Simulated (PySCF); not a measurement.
C5H9N

Input

```
{"job": {"kind": "sp", "xc": "wB97X", "basis": "ma-def2-TZVP", "d3": "d3bj", "grid": 2}, "charge": 0, "multiplicity": 1}
C      2.142504    -0.316731    -0.400044
C      0.662723    -0.233425    -0.249005
N     -0.138799    -1.060225    -0.795841
C     -1.508940    -0.680111    -0.489295
C     -1.440119     0.360353     0.643569
C     -0.003716     0.876127     0.536751
H      2.539902     0.615316    -0.834504
H      2.625747    -0.439570     0.583145
H      2.416111    -1.161448    -1.044708
H     -2.100248    -1.571557    -0.226602
H     -1.967341    -0.268594    -1.407489
H     -1.592290    -0.131746     1.617219
H     -2.200076     1.149785     0.554441
H      0.485075     1.061715     1.506463
H      0.071551     1.818765    -0.036499
```

Command:

```sh
OMP_NUM_THREADS=1 python redox_run.py task.json out
```

Geometry: PBE0-D3(BJ)/ma-def2-SVP.

Computed with PySCF, DFT single point, gas phase, functional wB97X.

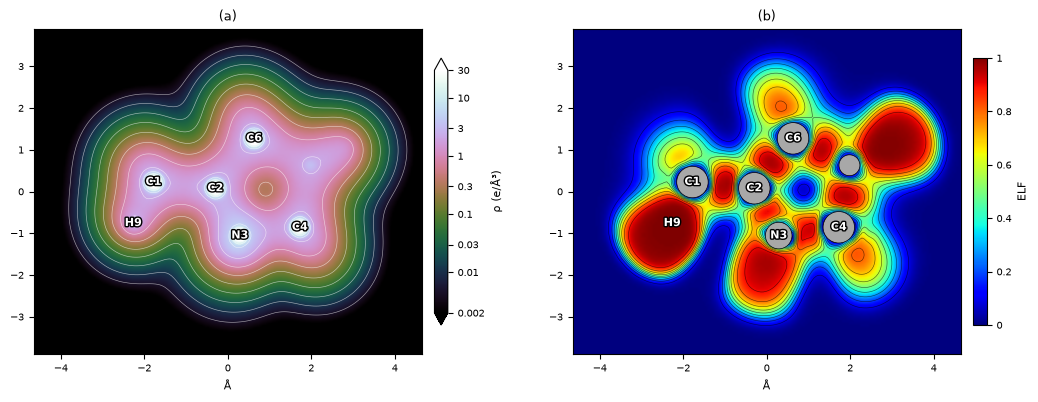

Figure 1. (a) total electron density; (b) ELF on the plane of atoms C1, C2 and N3. Grey discs cover the atomic cores in the ELF map.

Question: What does the map show?

Answer: The plane passes through C, N and H nuclei.
C–N (1.27 Å): ρ at the midpoint is about 2.9 e/Å³; the ELF peaks at about 0.90 between the atoms (a covalent bond).
C–C (1.49 Å): the density is about 1.8 e/Å³ at the midpoint; the ELF peaks at about 0.95 between the atoms; localised, covalent bonding.
C–H (1.10 Å): ρ at the midpoint is about 2 e/Å³; the ELF climbs to about 1 towards the hydrogen, as it does in any bond to H (an ordinary covalent bond to hydrogen).
C–N (1.45 Å): ρ at the midpoint is about 2 e/Å³; the ELF peaks at about 0.95 between the atoms: localised, covalent bonding.
C–C (1.51 Å): ρ at the midpoint is about 1.7 e/Å³; the ELF peaks at about 0.95 between the atoms, as expected for a shared electron pair.
The ELF also peaks beside N3, away from the bonds: lone-pair regions.

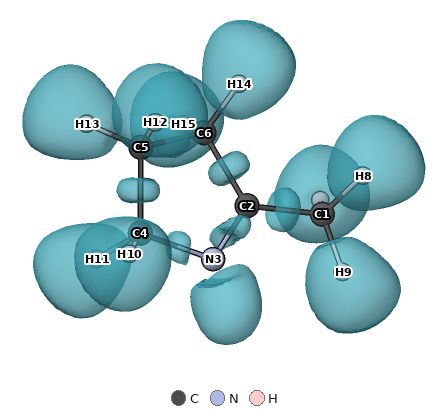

Figure 2. Isosurface of the electron localisation function at 0.85 (cyan), seen at a tilt. Only the valence region is drawn (cores and ρ < 0.01 e/Å³ removed).

Question: Identify the bonds, lone pairs and shells in this picture.

Answer: The surface consists of four regions between bonded C–C atoms (shared pairs), two regions between bonded C–N atoms (shared pairs), nine regions around hydrogen nuclei and one lobe on N, pointing away from the bonds (lone pairs).

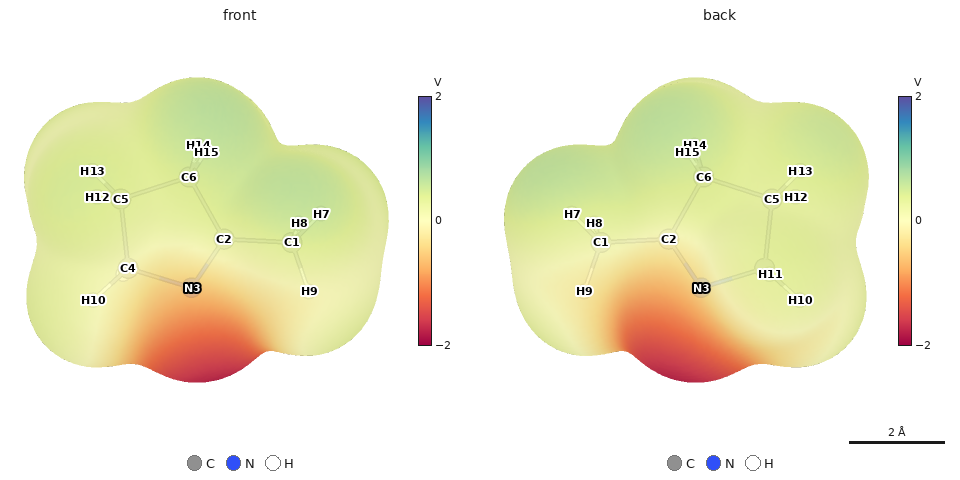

Figure 3. The molecular electrostatic potential painted on the density surface at 0.001 e/bohr³, seen from the front and from behind; red is negative and blue positive.

Question: Describe the electrostatic potential map.

Answer: The most negative region (about −1.7 V, or −39 kcal/mol for a unit charge) lies over N3, the most positive (about +0.6 V, or +14 kcal/mol for a unit charge) over H7, H8, H14 and H15. N3 is the likeliest acceptor of a hydrogen bond.
